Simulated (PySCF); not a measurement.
C₄H₄FO₂, doublet, SMILES `[CH2][CH]1O[C@]1(F)C=O`.

PySCF calculation, B3LYP/6-311G**, gas phase; geometry: GFN2-xTB. No frequency check shows the geometry to be a minimum. GFN2-xTB doesn't know the spin state, so this open-shell geometry is rough.

Input

```python
import numpy as np
from pyscf import gto, scf, dft
from pyscf.scf import atom_ks, atom_hf
from scipy.linalg import block_diag

def solve(mol, dm0=None, hcore=None):
    mf = (dft.UKS if mol.spin else dft.RKS)(mol, xc='b3lyp')
    mf.grids.level = 3
    mf = mf.density_fit(auxbasis='def2-universal-jkfit')
    mf.conv_tol, mf.max_cycle = 1e-8, 80
    if hcore is not None:
        mf.get_hcore = lambda *args: hcore
    mf.kernel(dm0)
    if not mf.converged:
        mf = mf.newton().run(mf.mo_coeff, mf.mo_occ, max_cycle=30)
    assert mf.converged, 'SCF not converged'
    return mf

mol = gto.M(atom='''
C      1.97796     1.03373     0.37665
C      1.32615    -0.20380     0.25578
O      0.81876    -0.64337    -0.98601
C     -0.19210    -0.37102    -0.11644
F     -0.76043    -1.45952     0.45076
C     -1.08211     0.78729    -0.29441
O     -2.16824     0.90333     0.20617
H      2.57316     1.23690     1.24401
H      1.88328     1.78647    -0.38212
H      1.62758    -1.00778     0.92459
H     -0.62361     1.56319    -0.93399
''', basis='6-311g**', charge=0, spin=1, verbose=4)
mf = solve(mol)
out = dict(e0=mf.e_tot, dm0=mf.make_rdm1(), c=mf.mo_coeff, occ=mf.mo_occ, eps=mf.mo_energy)
for name, dq, spin in [('cation', 1, 0), ('anion', -1, 0)]:
    ion = mol.copy().set(charge=mol.charge + dq, spin=spin).build()
    mi = solve(ion)
    if spin and dq > 0 and mol.nao < 130:
        c, _, stable, _ = mi.stability(return_status=True)
        if not stable:
            mi = solve(ion, mi.make_rdm1(c, mi.mo_occ))
    print(name, 'vertical energy change / eV', (mi.e_tot - mf.e_tot) * 27.211386)
    out.update({'e_' + name: mi.e_tot, 'dm_' + name: mi.make_rdm1(), 's2_' + name: mi.spin_square()[0], 'eps_' + name: mi.mo_energy, 'occ_' + name: mi.mo_occ})
# spherically averaged free atoms, for the promolecule
atm = atom_ks.get_atm_nrks(mol, xc='b3lyp')
pro = block_diag(*[(atm[a[0]][2] * atm[a[0]][3]) @ atm[a[0]][2].T for a in mol._atom])
np.savez('result.npz', pro=pro, **out)
```

Run with:

```sh
OMP_NUM_THREADS=1 python input.py
```

The run took 93 s on 1 thread of Arm Neoverse V2, on a shared host, peak memory 0.71 GiB.

Partitions, critical points and surface values were worked out afterwards from this run's density.

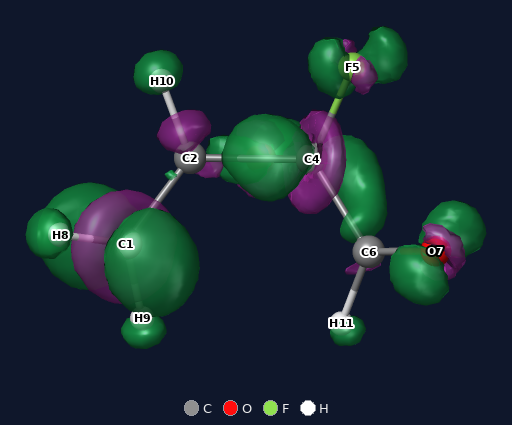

Fukui function f⁻ = ρ(N) − ρ(N−1) at fixed geometry, surfaces at ±0.04 e/Å³ (green positive, purple negative).

Q: Which atoms respond most to the removal of an electron?

A: f⁻ (Hirshfeld-condensed) is largest on C1 (0.26); the vertical ionisation energy is 8.58 eV (to the singlet cation, which needn't be its lowest state). Condensed values hint at sites of electrophilic attack but needn't mark the atom that reacts. Orbital relaxation makes it negative in places (0.21 e in all).

```csv
atom,f⁻,charge
C1,+0.26,−0.08
C2,+0.05,+0.03
O3,+0.10,−0.13
C4,+0.10,+0.15
F5,+0.09,−0.09
C6,+0.04,+0.12
O7,+0.12,−0.20
H8,+0.09,+0.05
H9,+0.08,+0.05
H10,+0.05,+0.06
H11,+0.04,+0.04
```
